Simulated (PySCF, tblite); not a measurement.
# C5H6ClF2 radical: geometry, infrared bands and EPR parameters

Aim: predict the infrared bands and EPR parameters of C5H6ClF2 radical (`C=C[C@H](Cl)C[C](F)F`).

Computed with tblite 0.8.0 and PySCF 2.14.0, with density-fitted response routines of our own, on a single molecule in the gas phase. Atoms are numbered from 0 throughout.

**1. The molecule as given**

14 atoms, charge 0, multiplicity 2; geometry from: force field or distance geometry start.

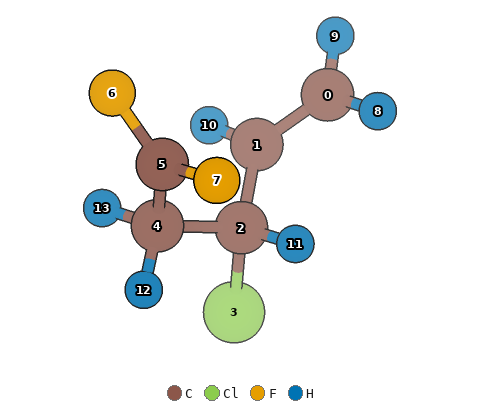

The starting geometry (carbon brown, chlorine green, fluorine amber, hydrogen blue), atoms numbered.

**2. Geometry optimisation with GFN2-xTB**

The job: settings as JSON, then the geometry in Å.

```
{"job": {"kind": "relax", "xc": "GFN2-xTB", "basis": "xTB"}, "charge": 0, "multiplicity": 2}
C      1.873200     0.991800     0.596400
C      1.127400     0.461700    -0.398000
C      0.329100    -0.809500    -0.252200
Cl     0.957000    -1.977200    -1.458600
C     -1.174500    -0.591700    -0.505300
C     -1.810100     0.236600     0.550600
F     -2.286100     1.466900     0.259300
F     -1.918300    -0.247600     1.809500
H      1.928400     0.539600     1.584200
H      2.426200     1.906200     0.437500
H      1.113400     0.953400    -1.358200
H      0.466600    -1.267200     0.730600
H     -1.698900    -1.553500    -0.530600
H     -1.334000    -0.110100    -1.487400
```

The run is started by

```console
$ OMP_NUM_THREADS=1 python probes_run.py task.json out
```

This one command runs all jobs of the session in turn.

What it wrote:

```text
step      E/eV     max force
  0    -752.90732    1.761
  1    -752.96444    1.376
  2    -753.00462    0.500
  3    -753.02439    0.354
  4    -753.03379    0.248
  5    -753.04094    0.195
  6    -753.04438    0.189
  7    -753.04829    0.196
  8    -753.05231    0.236
  9    -753.05838    0.312
 10    -753.06703    0.364
 11    -753.07765    0.375
 12    -753.09452    0.347
 13    -753.10602    0.331
 14    -753.11589    0.292
 15    -753.12079    0.289
 16    -753.12580    0.246
 17    -753.12976    0.163
 18    -753.13393    0.147
 19    -753.13707    0.183
 20    -753.14190    0.203
 21    -753.14604    0.184
 22    -753.14964    0.193
 23    -753.15256    0.127
 24    -753.15512    0.149
 25    -753.15756    0.177
 26    -753.16009    0.154
 27    -753.16230    0.123
 28    -753.16412    0.092
 29    -753.16567    0.116
 30    -753.16697    0.132
 31    -753.16794    0.096
 32    -753.16860    0.064
 33    -753.16919    0.076
 34    -753.16998    0.112
 35    -753.17127    0.123
 36    -753.17235    0.092
 37    -753.17327    0.079
 38    -753.17411    0.098
 39    -753.17502    0.129
 40    -753.17586    0.108
 41    -753.17647    0.050
 42    -753.17694    0.052
 43    -753.17746    0.077
 44    -753.17809    0.102
 45    -753.17864    0.079
 46    -753.17899    0.042
 47    -753.17922    0.047
 48    -753.17946    0.049
 49    -753.17973    0.056
 50    -753.17996    0.040
 51    -753.18016    0.046
 52    -753.18038    0.045
 53    -753.18068    0.058
 54    -753.18097    0.052
 55    -753.18117    0.039
 56    -753.18129    0.031
 57    -753.18139    0.035
 58    -753.18149    0.030
 59    -753.18156    0.024
 60    -753.18160    0.020
 61    -753.18163    0.018
 62    -753.18167    0.018
 63    -753.18170    0.014
 64    -753.18171    0.013
 65    -753.18173    0.013
 66    -753.18175    0.015
 67    -753.18178    0.017
 68    -753.18181    0.014
 69    -753.18182    0.008
```

Run time: 0.43 s. Hardware: 1 thread of Arm Neoverse V1, shared host.

Step by step: (not every step is listed)

```
step  energy from step 0 (eV)  largest force (eV/Å)
   0                   0.0000                1.7612
   1                  -0.0571                1.3757
   2                  -0.0973                0.4996
   3                  -0.1171                0.3542
   4                  -0.1265                0.2475
   5                  -0.1336                0.1954
   6                  -0.1371                0.1893
   7                  -0.1410                0.1961
   8                  -0.1450                0.2356
  13                  -0.1987                0.3307
  18                  -0.2266                0.1470
  23                  -0.2452                0.1275
  28                  -0.2568                0.0918
  33                  -0.2619                0.0760
  38                  -0.2668                0.0976
  43                  -0.2701                0.0767
  48                  -0.2721                0.0488
  53                  -0.2734                0.0576
  58                  -0.2742                0.0296
  63                  -0.2744                0.0142
  64                  -0.2744                0.0131
  65                  -0.2744                0.0128
  66                  -0.2744                0.0145
  67                  -0.2745                0.0173
  68                  -0.2745                0.0139
  69                  -0.2745                0.0078
```

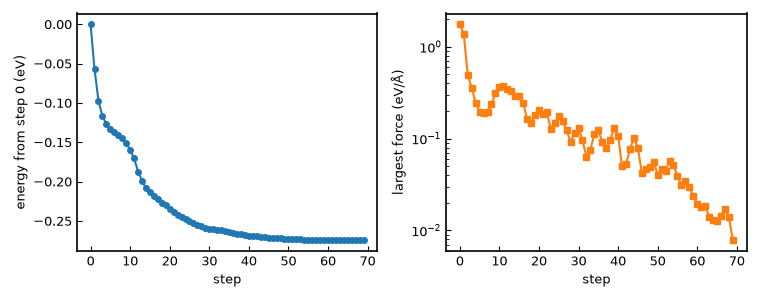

Energy and largest force along the relaxation.

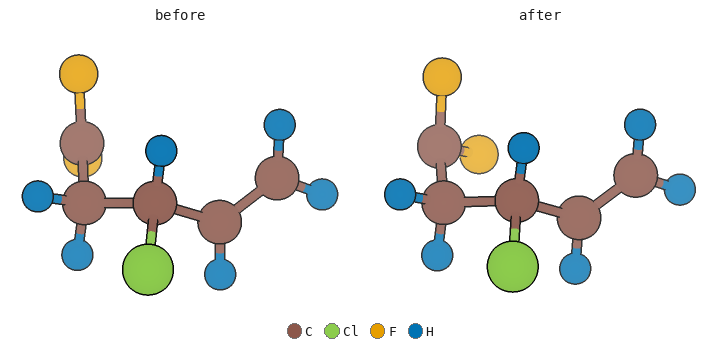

The geometry before (left) and after (right).

Distances of close pairs at the start and the end, largest changes first:

```csv
bond,before (Å),after (Å),change (Å)
C0–C1,1.351,1.321,-0.031
C1–C2,1.508,1.489,-0.019
C4–H13,1.105,1.091,-0.015
C5–F7,1.353,1.341,-0.012
C5–F6,1.351,1.340,-0.010
C2–C4,1.540,1.551,+0.010
C0–H8,1.088,1.078,-0.010
C2–Cl3,1.793,1.802,+0.009
```

The next job starts from the end point, and lists it.

**3. Harmonic vibrations with GFN2-xTB**

The job: settings as JSON, then the geometry in Å.

```
{"job": {"kind": "ir", "xc": "GFN2-xTB", "basis": "xTB"}, "charge": 0, "multiplicity": 2}
C      1.781224     1.006083     0.596950
C      1.035375     0.494283    -0.365310
C      0.303072    -0.795701    -0.239737
Cl     0.986281    -1.963453    -1.429654
C     -1.210061    -0.650867    -0.545565
C     -1.888176     0.212412     0.443625
F     -1.655610     1.531981     0.405043
F     -1.911033    -0.190100     1.723083
H      1.899985     0.512075     1.547399
H      2.297283     1.941860     0.473532
H      0.923640     0.998669    -1.315048
H      0.444612    -1.243837     0.746605
H     -1.669639    -1.640231    -0.526594
H     -1.337631    -0.213648    -1.536495
```

What it wrote:

```text
mode    cm-1     km/mol
  1      38.5      1.77
  2      59.2      0.31
  3      79.2      1.72
  4     133.5      2.96
  5     216.3      2.56
  6     262.4      1.14
  7     296.4      0.64
  8     348.7      0.29
  9     433.3      4.84
 10     463.7      9.32
 11     547.9      0.41
 12     620.1      2.62
 13     770.7      4.57
 14     848.8     12.24
 15     869.3     21.75
 16     906.9      9.91
 17     932.3      5.25
 18    1003.6     20.78
 19    1016.3     22.64
 20    1063.0     57.80
 21    1151.4     34.52
 22    1191.1     56.22
 23    1208.8    100.21
 24    1247.4     37.71
 25    1261.9     84.09
 26    1274.2    119.91
 27    1293.8     19.29
 28    1405.5      1.83
 29    1428.8     10.48
 30    1701.3      0.37
 31    2950.9      4.70
 32    2995.0      8.58
 33    3006.4      4.31
 34    3075.6      8.65
 35    3104.9     11.91
 36    3140.4     20.24
```

Wall time 0.44 s (1 thread of Arm Neoverse V1, shared host).

Which atoms move in the most intense modes:

| cm⁻¹ | km/mol | atoms |
| --- | --- | --- |
| 1016 | 22.6 | H10 49 %, H8 42 % |
| 1063 | 57.8 | H13 22 %, H12 20 %, C2 14 %, C5 13 % |
| 1151 | 34.5 | H11 25 %, C2 22 %, C1 16 % |
| 1191 | 56.2 | H11 58 %, C5 15 % |
| 1209 | 100.2 | H11 33 %, C5 27 % |
| 1247 | 37.7 | H12 48 %, C5 23 % |
| 1262 | 84.1 | C5 32 %, H11 17 %, H13 14 %, H10 14 % |
| 1274 | 119.9 | H13 34 %, C4 21 %, C5 16 %, H11 14 % |

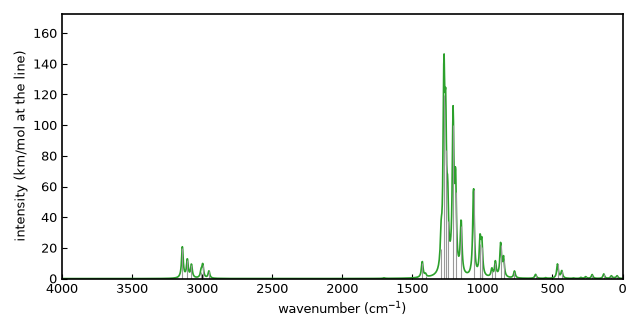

The infrared spectrum from these modes, unscaled. Lines are broadened to a width of 14 cm⁻¹ (Lorentzian).

**4. EPR parameters: B3LYP/pcH-1**

Same as in step 3 but for these lines:

```diff
@@ -1,2 +1,2 @@
-{"job": {"kind": "ir", "xc": "GFN2-xTB", "basis": "xTB"}, "charge": 0, "multiplicity": 2}
+{"job": {"kind": "epr", "basis": "pcH-1"}, "charge": 0, "multiplicity": 2}
 C      1.781224     1.006083     0.596950
```

Level: UKS B3LYP, pcH-1 on C Cl F H, non-relativistic, mean-field spin-orbit, GIAO.

What it wrote:

```text
UKS, coarse grid
  cycle   1  E = -853.86977853  |g| = 5.36e-01
  cycle   2  E = -853.75131570  |g| = 8.28e-01
  cycle   3  E = -853.97097159  |g| = 8.42e-02
  cycle   4  E = -853.97318558  |g| = 4.24e-02
  cycle   5  E = -853.97394036  |g| = 1.21e-02
  cycle   6  E = -853.97399633  |g| = 6.77e-03
  cycle   7  E = -853.97401912  |g| = 1.29e-03
  cycle   8  E = -853.97401940  |g| = 5.57e-04
UKS, final grid
  cycle   1  E = -853.97403490  |g| = 6.38e-04
  cycle   2  E = -853.97403473  |g| = 9.40e-04
  cycle   3  E = -853.97403505  |g| = 1.20e-04
  cycle   4  E = -853.97403505  |g| = 2.89e-05
E = -853.97403505 Eh   <S^2> = 0.7526 (exact 0.7500)
g shifts (ppm)      1          2          3
  rmc          -253       -253       -253
  gc             14        -31        -23
  oz_so         -85       2936       3179
  total        -324       2652       2902
hyperfine (MHz)  atom isotope    a_iso     a_fc   dipolar eigenvalues
    0   13C       1.05       1.06     -0.54      0.15      0.40
    1   13C      -2.07      -2.07     -0.57     -0.36      0.93
    2   13C      72.28      72.25     -5.57     -5.32     10.89
    3  35Cl       3.21       3.15     -4.07     -3.08      7.15
    4   13C      20.01      20.00     -4.43     -3.81      8.23
    5   13C     361.60     361.52    -80.75    -80.43    161.18
    6   19F     218.37     217.31   -234.05   -207.33    441.38
    7   19F     221.28     220.25   -226.74   -200.28    427.02
    8    1H      -0.16      -0.16     -1.09     -0.89      1.98
    9    1H       0.20       0.20     -0.82     -0.68      1.50
   10    1H       0.97       0.97     -1.89     -1.25      3.13
   11    1H      -4.18      -4.19     -4.06     -1.42      5.48
   12    1H      21.37      21.37     -6.81     -5.18     12.00
   13    1H      10.05      10.05     -6.62     -4.98     11.60
```

It took 90 s on 1 thread of Arm Neoverse V1, shared host; peak memory 1 GiB.

Principal g values 2.00200, 2.00497, 2.00522; g(iso) = 2.00406, against 2.00232 for a free electron.

Hyperfine couplings; where a row names several nuclei, a(iso) is their mean (it holds for fast rotation or exchange) and the dipolar term the largest among them:

```
nuclei  isotope  a(iso) (MHz)  a(iso) (G, at g = 2.0023)  largest dipolar term (MHz)
    C5      13C         361.6                      129.0                       161.2
F6, F7      19F         219.8                       78.4                       441.4
    C2      13C          72.3                       25.8                        10.9
   H12       1H          21.4                        7.6                        12.0
    C4      13C          20.0                        7.1                         8.2
   H13       1H          10.1                        3.6                        11.6
   H11       1H          -4.2                       -1.5                         5.5
   Cl3     35Cl           3.2                        1.1                         7.1
    C1      13C          -2.1                       -0.7                         0.9
    C0      13C           1.1                        0.4                        -0.5
   H10       1H           1.0                        0.3                         3.1
    H9       1H           0.2                        0.1                         1.5
    H8       1H          -0.2                       -0.1                         2.0
```

Mulliken spin populations:

C0 0.00; C1 0.00; C2 0.05; Cl3 0.02; C4 -0.04; C5 0.85; F6 0.06; F7 0.06; H8 0.00; H9 0.00; H10 0.00; H11 0.00; H12 0.01; H13 0.00

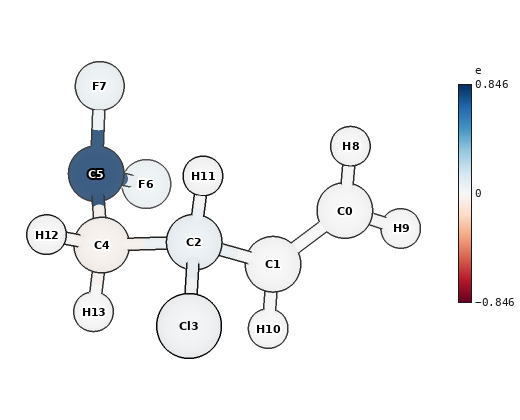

Mulliken spin populations, as colours on the atoms.

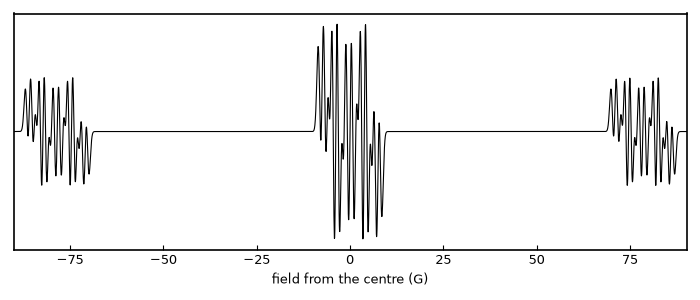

First-order isotropic spectrum (first derivative, main isotopes with spin only, couplings over 0.8 MHz, Gaussian width 0.4 G; couplings of the frozen geometry, rotation of groups not averaged beyond the rows shown).

Orbitals, density, ELF and potential are computed afterwards from the orbital file.

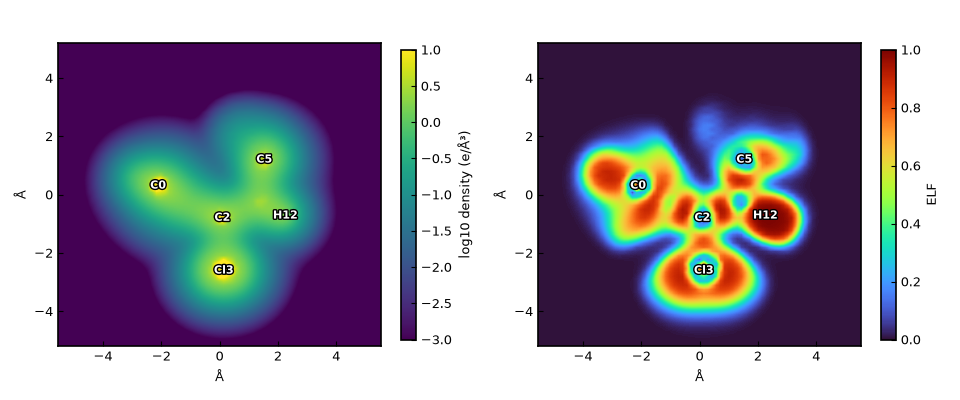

Density (left) and ELF (right) in a plane through or near 5 of the atoms.

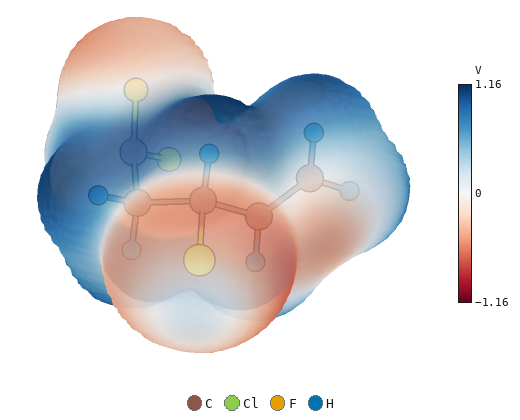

Electrostatic potential on the surface of density 0.002 e/bohr³; red is low, blue high. It runs from -0.64 V near Cl3 to 1.16 V near H13.

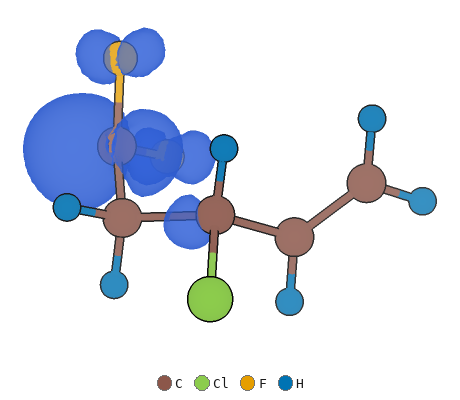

Spin density at ±0.05 e/Å³ (alpha excess blue, beta excess red).

**5. What came out**

| quantity | value |
| --- | --- |
| strongest single infrared mode (GFN2-xTB) | 1274 cm⁻¹, 120 km/mol |
| zero-point energy (GFN2-xTB) | 60.5 kcal/mol |
| g(iso) (B3LYP) | 2.00406 |
| ⟨S²⟩ | 0.753 (exact 0.75) |
| largest a(iso) (averaged by class) | 13C on C5, 361.6 MHz |
| potential on the surface of density 0.002 e/bohr³, 1st and 99th percentile | -0.64 V and 1.16 V |

**Reading.** The optimisation took 69 steps and gained 0.274 eV; among the close pairs (by a distance rule), C0–C1 changed most, from 1.351 to 1.321 Å. No mode is imaginary among the 36: a minimum at this level. The strongest single mode, at 1274 cm⁻¹, is spread over several atoms, H13, C4, C5, H11 among them. GFN2-xTB is a fitted tight-binding method: band positions and strengths are rough. Its intensities can rank the bands wrongly. C5 carries the largest spin population, 0.85 e. The isotropic g lies 1.7 ppt above the free-electron value.
